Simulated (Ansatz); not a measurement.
# HF/STO-3G run of SiH2Br2 (dibromosilane)

What is the vertical ionisation energy of SiH2Br2 (dibromosilane) at HF/STO-3G? 

Program for the calculation: Ansatz 0.2.0.

53 further runs of the same task are left out: 6 that didn't finish, 47 set aside as unsound or not needed.

**1. The structure to begin with**

SiH2Br2: 5 atoms, total charge 0, spin state singlet. SMILES: `Br[SiH2]Br`. The shape is that of a PBE0-D4/def2-TZVP optimisation.

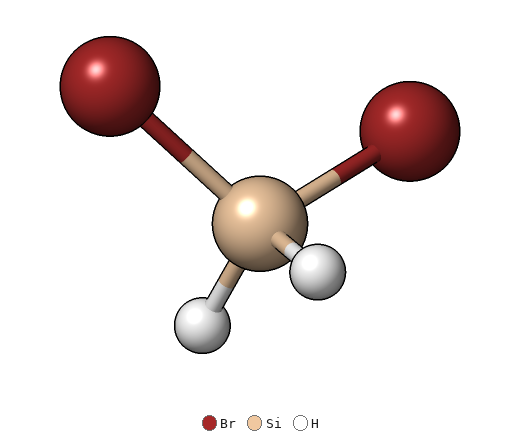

The structure, seen from a chosen angle (bromine red, silicon light orange, hydrogen white).

**2. The energy at HF/STO-3G**

The input, job.yaml:

```yaml
crystal:
  periodic: [false, false, false]
  atoms:
    - {symbol: Br, position_ang: [-1.672690, -1.239290, 0.362310]}
    - {symbol: Si, position_ang: [0.158230, -0.046290, 0.054680]}
    - {symbol: Br, position_ang: [-0.295570, 1.814160, -1.042010]}
    - {symbol: H, position_ang: [1.103430, -0.843230, -0.751710]}
    - {symbol: H, position_ang: [0.706590, 0.314640, 1.376730]}
basis:
  gaussian:
    orbitals: STO-3G
hamiltonian:
  xc: hf
accuracy: high
output: {orbitals: {seedname: orbitals}}
```

On the command line:

```bash
$ ansatz run job.yaml --threads 1 --pin off --max-ram 3480MiB --events-out events.jsonl --progress --plain --runs-dir runs
```

Log:

```text
Warning: RAYON_NUM_THREADS=1 ignored (pool sized by the plan → 1); use --threads N
Functional definition: HF
  name "HF"
  exchange = exact_x
  correlation = 0
686 factors; integrals over basis functions are off by at most 7.0e-9 eV
mean field evaluation 1: about -146291.5586 eV, gradient 1.9e1 eV
mean field evaluation 2: about -146291.6024 eV, gradient 1.9e1 eV
mean field evaluation 4: about -146293.6312 eV, gradient 7.3e-1 eV
mean field evaluation 8: about -146293.6352 eV, gradient 2.1e-6 eV
mean field -146293.63520215 eV, -5376.1919322916 hartree, gradient 4.0e-8 eV, S^2 0.000000; 0 other end points of the search recorded, 0 dependent functions left out
reference -146293.63520215 eV, -5376.1919322916 hartree; 43, 43 occupied and 4, 4 virtual orbitals, 686 factors
Total energy: -146293.63520215 eV, -5376.1919322916 hartree
```

It took 0.5 s on 1 thread of Arm Neoverse V2, shared host; peak memory 0.11 GiB.

**3. The doublet cation, same level**

The input, in.yaml:

```yaml
crystal:
  periodic: [false, false, false]
  atoms:
    - {symbol: Br, position_ang: [-1.672690, -1.239290, 0.362310]}
    - {symbol: Si, position_ang: [0.158230, -0.046290, 0.054680]}
    - {symbol: Br, position_ang: [-0.295570, 1.814160, -1.042010]}
    - {symbol: H, position_ang: [1.103430, -0.843230, -0.751710]}
    - {symbol: H, position_ang: [0.706590, 0.314640, 1.376730]}
basis:
  gaussian: {orbitals: STO-3G}
total_charge: 1
magnetization: {spin_polarized: true, initial_magnetization: 1}
hamiltonian: {xc: hf}
accuracy: high
output: {orbitals: {seedname: orbitals}}
```

On the command line:

```bash
$ ansatz run in.yaml --threads 1 --pin off --max-ram 3480MiB --events-out events.jsonl --progress --plain --runs-dir runs
```

Log, cut to the lines that bear on the results:

```text
Warning: RAYON_NUM_THREADS=1 ignored (pool sized by the plan → 1); use --threads N
[... 2 set-up lines as earlier in the session ...]
[...]
686 factors; integrals over basis functions are off by at most 7.0e-9 eV
[...]
mean field -146285.65340883 eV, -5375.8986067973 hartree, gradient 7.0e-8 eV, S^2 0.752305; 7 other end points of the search recorded, 0 dependent functions left out
reference -146285.65340883 eV, -5375.8986067973 hartree; 43, 42 occupied and 4, 5 virtual orbitals, 686 factors
Total energy: -146285.65340883 eV, -5375.8986067973 hartree
```

Run time: 4.8 s. Hardware: 1 thread of Arm Neoverse V2, shared host; peak memory 0.17 GiB.

**4. Outcome**

At HF/STO-3G:

```
                                          quantity           value
                     singlet SiH2Br2: total energy  -5376.19193 Eh
                      singlet SiH2Br2: HOMO energy        -8.65 eV
                      singlet SiH2Br2: LUMO energy         7.89 eV
                    singlet SiH2Br2: HOMO–LUMO gap        16.54 eV
                      doublet cation: total energy  -5375.89861 Eh
doublet cation: HOMO energy (highest over α and β)       -13.78 eV
 doublet cation: LUMO energy (lowest over α and β)        -7.12 eV
                              doublet cation: ⟨S²⟩           0.752
vertical ionisation energy (to the doublet cation)        7.982 eV
```

In words: Removing an electron at fixed nuclei costs 7.98 eV (184 kcal/mol). −ε(HOMO) before ionisation, 8.65 eV, is 0.67 eV above this ionisation energy. In a minimal basis such a difference can be off by several eV, whatever the method.
